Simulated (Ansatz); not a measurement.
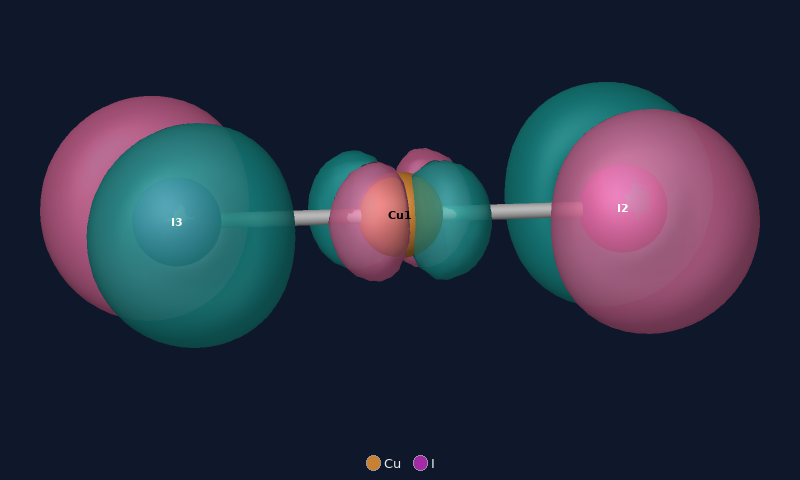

The picture shows: CuI₂ (charge −1). The HOMO at ±0.1 Å⁻³ᐟ² (teal and pink are the two phases), seen from one side.

Geometry: r2SCAN-D4/def2-TZVPD; core potentials replace the inner electrons of I.

Theory: Ansatz, RKS PBE0-D4/def2-TZVPD.

```xyz
3

Cu   -0.0001   -0.0001   -0.0002
I    -0.0158   -0.0199    2.4316
I     0.0159    0.0199   -2.4315
```

Question: Where does this orbital lie, and at what energy?

Answer: Its weight (Hirshfeld) is mainly on I2 (about 35 %), I3 (about 35 %) and Cu1 (about 25 %); it vanishes on the molecular axis (π type); it is gerade (even under inversion); largely a combination of lone pairs on I2 and I3. It is one of a degenerate set, so its orientation is arbitrary. Its energy is −2.52 eV.
